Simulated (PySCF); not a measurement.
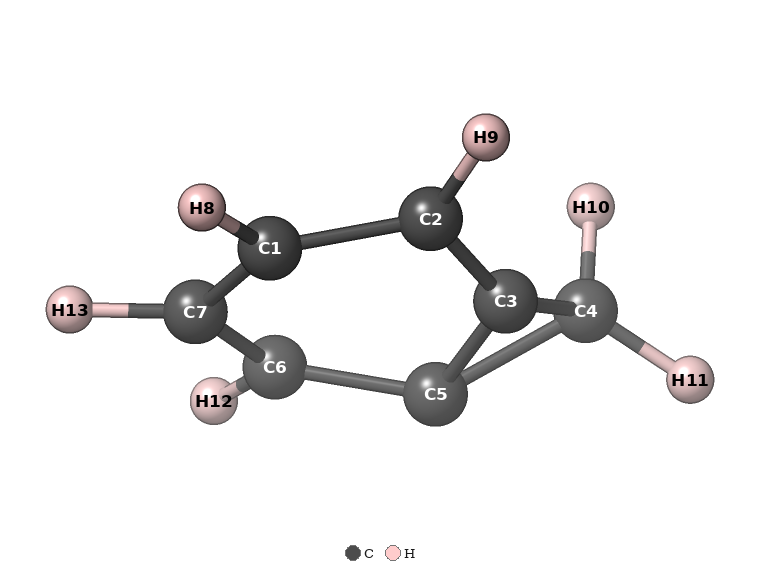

Depth is shown by fading: the farther an atom, the more it takes the colour of the background. Charge −1, doublet. The geometry was computed by an optimisation with GFN2-xTB. No frequency run is at hand to confirm it as a minimum.

What is the conformation of the ring C1–C2–C3–C5–C6–C7?

It is a twist-boat (Cremer–Pople θ = 86°, folded into 0 to 90°). The Cremer–Pople amplitude Q is 0.28 Å.

Give the torsion angles round the ring, beginning with the bond from its second to its third atom.

10°, 14°, −26°, 15°, 10°, −22°.
